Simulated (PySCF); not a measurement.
```xyz
16

C    -1.499   -0.732    0.463
C    -0.515   -1.630    0.299
C     0.660   -1.507   -0.573
C     1.566   -0.517   -0.576
C     1.584    0.668    0.291
C     0.601    1.567    0.455
C    -0.716    1.568   -0.194
C    -1.622    0.577   -0.191
H    -2.348   -1.022    1.095
H    -0.624   -2.596    0.807
H     0.843   -2.361   -1.237
H     2.430   -0.625   -1.243
H     2.539    0.866    0.795
H     0.815    2.441    1.082
H    -1.006    2.515   -0.667
H    -2.593    0.778   -0.660
```

Q: Where will the first 6 clear peaks of this molecule's radial distribution curve from gas electron diffraction lie, and which pairs make them?

A: Peak 1, 1.10 Å: C–H 1.10 Å (×8)
Peak 2, 1.38 Å: C–C 1.34–1.47 Å (×8), not resolved
Peak 3, 2.13 Å: C···H 2.09–2.18 Å (×16), not resolved
Peak 4, 2.52 Å: C···C 2.52 Å (×8)
Peak 5, 3.27 Å: C···C 3.11–3.39 Å (×12), C···H 3.32–3.47 Å (×16), not resolved
Peak 6, 4.30 Å: C···H 4.28–4.36 Å (×16), not resolved; in its flanks C···H 3.98 Å

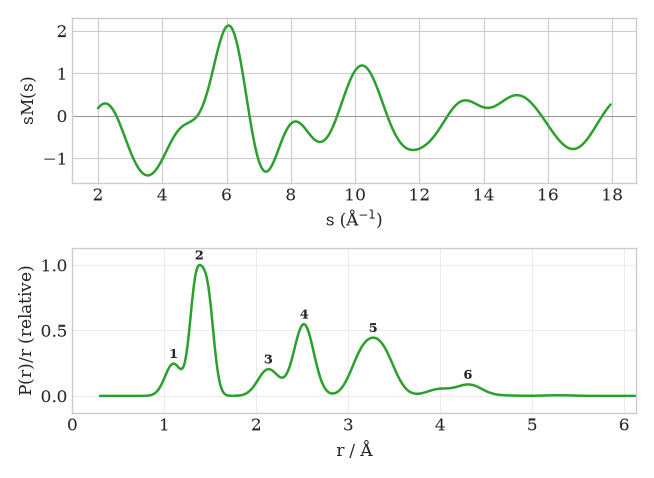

Simulated gas electron diffraction: reduced molecular intensity sM(s) from the Debye equation in the first Born approximation (top) and the radial distribution curve (bottom) of C8H8. Each pair of atoms contributes with weight ZᵢZⱼ/r; damping constant 0.001 Å²; vibrational amplitudes assumed, not computed: 0.05 Å for bonds, 0.078 Å for bonds to H, 0.06 + 0.015 r up to 0.15 Å for other pairs. The geometry is the end point of an optimisation (PySCF 2.14.0, density-fitted response routines, PBE0-D3(BJ)/def2-SVP geometry optimisation, gas phase); it may be a saddle point or a higher isomer.
